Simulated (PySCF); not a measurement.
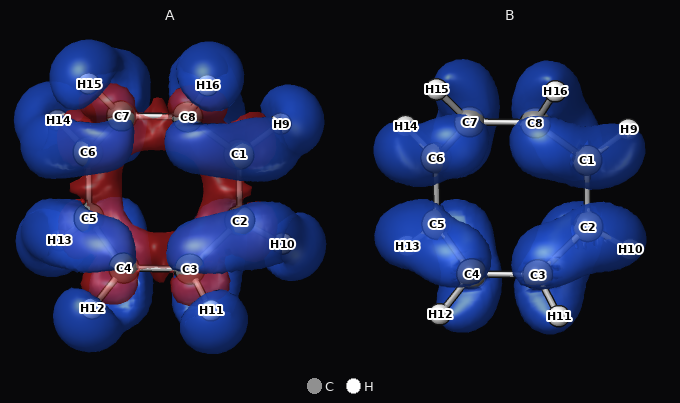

C8H8, SMILES `C1=CC=CC=CC=C1`. The Fukui function f⁺ from two separate SCF calculations and the density of the LUMO, at ±0.01 e/Å³ (blue positive, red negative).

PySCF calculation, BP86/def2-SVP, gas phase; geometry: GFN2-xTB. No frequency check shows the geometry to be a minimum.

Input

```python
import numpy as np
from pyscf import gto, scf, dft
from pyscf.scf import atom_ks, atom_hf
from scipy.linalg import block_diag

def solve(mol, dm0=None, hcore=None):
    mf = (dft.UKS if mol.spin else dft.RKS)(mol, xc='bp86')
    mf.grids.level = 3
    mf = mf.density_fit(auxbasis='def2-universal-jkfit')
    mf.conv_tol, mf.max_cycle = 1e-8, 80
    if hcore is not None:
        mf.get_hcore = lambda *args: hcore
    mf.kernel(dm0)
    if not mf.converged:
        mf = mf.newton().run(mf.mo_coeff, mf.mo_occ, max_cycle=30)
    assert mf.converged, 'SCF not converged'
    return mf

mol = gto.M(atom='''
C      1.59153     0.46764    -0.41319
C      1.42496    -0.84919    -0.41262
C      0.46734    -1.59180     0.41207
C     -0.84941    -1.42450     0.41348
C     -1.59149    -0.46704    -0.41245
C     -1.42506     0.84864    -0.41302
C     -0.46785     1.59187     0.41216
C      0.84999     1.42459     0.41382
H      2.37995     0.90663    -1.01495
H      2.07917    -1.47119    -1.01390
H      0.90674    -2.38094     1.01256
H     -1.47091    -2.07885     1.01512
H     -2.38029    -0.90565    -1.01396
H     -2.07987     1.46933    -1.01500
H     -0.90678     2.38089     1.01316
H      1.47189     2.07856     1.01545
''', basis='def2-svp', charge=0, spin=0, verbose=4)
mf = solve(mol)
out = dict(e0=mf.e_tot, dm0=mf.make_rdm1(), c=mf.mo_coeff, occ=mf.mo_occ, eps=mf.mo_energy)
for name, dq, spin in [('cation', 1, 1), ('anion', -1, 1)]:
    ion = mol.copy().set(charge=mol.charge + dq, spin=spin).build()
    mi = solve(ion)
    if spin and dq > 0 and mol.nao < 130:
        c, _, stable, _ = mi.stability(return_status=True)
        if not stable:
            mi = solve(ion, mi.make_rdm1(c, mi.mo_occ))
    print(name, 'vertical energy change / eV', (mi.e_tot - mf.e_tot) * 27.211386)
    out.update({'e_' + name: mi.e_tot, 'dm_' + name: mi.make_rdm1(), 's2_' + name: mi.spin_square()[0], 'eps_' + name: mi.mo_energy, 'occ_' + name: mi.mo_occ})
# spherically averaged free atoms, for the promolecule
atm = atom_ks.get_atm_nrks(mol, xc='bp86')
pro = block_diag(*[(atm[a[0]][2] * atm[a[0]][3]) @ atm[a[0]][2].T for a in mol._atom])
np.savez('result.npz', pro=pro, **out)
```

Run with:

```sh
OMP_NUM_THREADS=1 python input.py
```

The run took 2.5 min on 1 thread of Arm Neoverse V1 (shared host), peak memory 0.62 GiB.

Partitions, critical points and surface values were worked out afterwards from this run's density.

Which panel is which, and how good is the frozen-orbital picture?

A is f⁺ (it has negative regions), B the LUMO density. The LUMO lies on C1, C2, C3, C4, C5, C6, C7 and C8 (11 % each); f⁺ (Hirshfeld-condensed) is largest on C1, C2, C3, C4, C5, C6, C7 and C8 (0.07 each) and H9, H10, H11, H12, H13, H14, H15 and H16 (0.05 each); the vertical electron affinity is −0.65 eV (the stability of the anion's solution wasn't checked; negative, but this basis has no diffuse functions, so it doesn't show that the anion is unbound). Relaxation shifts 29 % of the electron between atoms. The orbital energy is −1.97 eV.
